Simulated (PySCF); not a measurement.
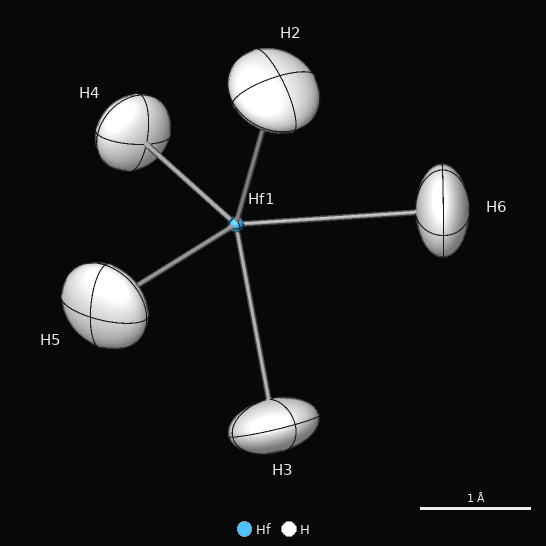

Displacement ellipsoids at the 50 % level, enlarged 1.5 times, from the internal vibrations of the free molecule (harmonic, no overall translation or rotation; no half-axis is drawn under 0.075 Å). Charge −1, singlet. Vibrations computed with RKS-based PBE0, Hf def2-TZVPD with ECP60, H def2-TZVPD; scalar-relativistic core potentials; density fitting (PySCF 2.14.0). Temperature: 400 K.

> Which atom moves most?

H2, H3, H5, H6, with U_eq = 0.0277 Å².

> Does H5 move more along its bond or across it?

Across it: the root-mean-square amplitude is 0.108 Å along the bond and up to 0.195 Å across, since bending and torsion are softer than stretching.

List U_eq and the three principal root-mean-square amplitudes for each kind of atom.

| atom | U_eq (Å²) | rms amplitudes (Å) |
| --- | --- | --- |
| Hf1 | < 0.00001 | 0.002, 0.002, 0.002 |
| H2, H3, H5, H6 | 0.0277 | 0.107, 0.185, 0.195 |
| H4 | 0.0216 | 0.106, 0.164, 0.164 |

The search tried a few shapes and spins; others may lie lower.
